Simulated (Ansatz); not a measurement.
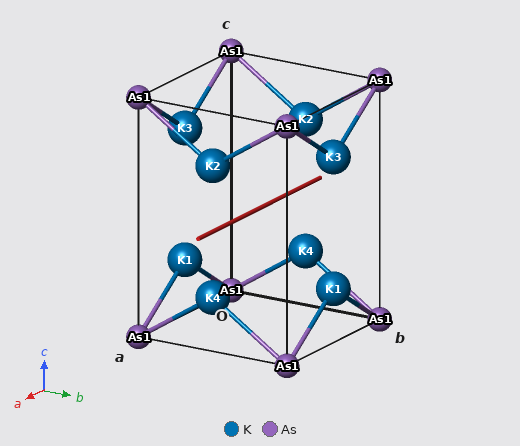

The coloured rod is the axis of a symmetry operation of the crystal. Crystal: K₄As, coordinates from a relaxation at fixed volume with DFT PBE, scalar-relativistic, plane waves, PAW (Ansatz); the starting structure was generated, so it need not be a known form of this composition. Geometry calculated from the standardised cell; symmetry tolerance 0.002 Å.

a = 5.637 Å, b = 5.637 Å, c = 8.115 Å, α = 90.00°, β = 90.00°, γ = 90.00°.

```tsv
atom	x	y	z
K1	0.5000	0.0000	0.2248
K2	0.0000	0.5000	0.7752
K3	0.5000	0.0000	0.7752
K4	0.0000	0.5000	0.2248
As1	0.0000	0.0000	0.0000
```

Take the operation x, y, z → x, −y+1, −z+1.

> What kind of operation is it, and where does it lie?

It is a 2-fold rotation, about the line along [1 0 0] through (1/2, 1/2, 1/2).

> Onto which atom does it carry each atom (up to whole multiples of a, b and c)?

K1 → K3, K2 → K4, K3 → K1, K4 → K2, As1 → As1.

> What is the crystal's space group?

P4/mmm (No. 123).
